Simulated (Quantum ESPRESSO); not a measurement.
**Convergence series on LaHfF₇ (P2_1, 18 atoms in the cell)**

```yaml
crystal:
  lattice:
    - [6.31707, 0.00000, 0.00000]
    - [0.00000, 5.80841, 0.00000]
    - [-1.76798, 0.00000, 8.29612]
  atoms:
    - { symbol: La, position: [0.66182, 0.20079, 0.68727] }
    - { symbol: La, position: [0.33818, 0.70079, 0.31273] }
    - { symbol: Hf, position: [0.80704, 0.21124, 0.22217] }
    - { symbol: Hf, position: [0.19296, 0.71124, 0.77783] }
    - { symbol: F, position: [0.43471, 0.36823, 0.46754] }
    - { symbol: F, position: [0.56529, 0.86823, 0.53246] }
    - { symbol: F, position: [0.95064, 0.93098, 0.77506] }
    - { symbol: F, position: [0.04936, 0.43098, 0.22494] }
    - { symbol: F, position: [0.97522, 0.45817, 0.76125] }
    - { symbol: F, position: [0.02478, 0.95817, 0.23875] }
    - { symbol: F, position: [0.44310, 0.50011, 0.78566] }
    - { symbol: F, position: [0.55690, 0.00011, 0.21434] }
    - { symbol: F, position: [0.75584, 0.20122, 0.98346] }
    - { symbol: F, position: [0.24416, 0.70122, 0.01654] }
    - { symbol: F, position: [0.85714, 0.21901, 0.46210] }
    - { symbol: F, position: [0.14286, 0.71901, 0.53790] }
    - { symbol: F, position: [0.38437, 0.98660, 0.78844] }
    - { symbol: F, position: [0.61563, 0.48660, 0.21156] }
```

Computed with PBEsol, GBRV 1.5 ultrasoft (PBESOL) pseudopotentials (plane waves; Quantum ESPRESSO).

The starting cell comes from a database of computed structures (which also holds hypothetical and non-ambient phases and stackings), without a prior relaxation at this level. Spin-orbit coupling is off.

Held fixed: ecutwfc = 40 Ry; ecutrho = 320 Ry; occupations = smearing; smearing = fd; degauss = 0.00147 Ry; potentials = {La: la_pbesol_v1.uspp.F.UPF, Hf: hf_pbesol_v1.uspp.F.UPF, F: f_pbesol_v1.4.uspp.F.UPF}; K_POINTS = automatic 3 3 2 0 0 0; mixing_beta = 0.4.

ΔF is the free energy per atom less that of the last row (7.3e-14 Ry).

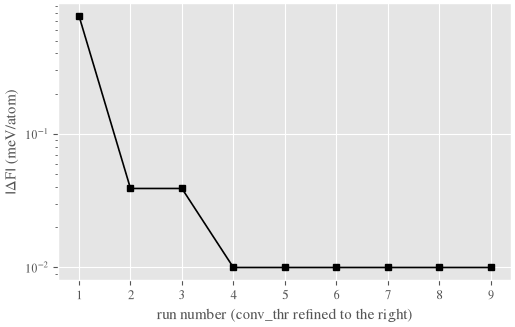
Size of the energy error against the last run of the series; values under 0.01 meV/atom are drawn at 0.01.

```tsv
conv_thr	ΔF (meV/atom)	pressure (GPa)	largest force (eV/Å)	gap on the mesh (eV)	iterations
0.0073 Ry	0.76	4.79	0.171	6.654	4
0.00073 Ry	0.04	-1.31	0.151	6.709	6
7.3e-05 Ry	0.04	-1.31	0.151	6.709	6
7.3e-06 Ry	0.00	-0.60	0.172	6.704	9
7.3e-07 Ry	0.00	-0.44	0.165	6.708	11
7.3e-08 Ry	0.00	-0.44	0.165	6.708	11
7.3e-10 Ry	0.00	-0.44	0.166	6.707	15
1e-10 Ry	0.00	-0.44	0.166	6.707	15
7.3e-12 Ry	0.00	-0.44	0.166	6.707	16
7.3e-14 Ry	0.00	-0.44	0.166	6.707	19
```

Pressure within 0.05 GPa of the last row: from conv_thr = 7.3e-07 Ry on; the one before it is off by 0.16 GPa. The value it settles on is -0.44 GPa at this level of theory and with the other settings as held.

Energy within 0.5 meV/atom of the last row: from conv_thr = 0.00073 Ry on; the one before it is off by 0.76 meV/atom.

Gaps are taken between levels on the mesh.
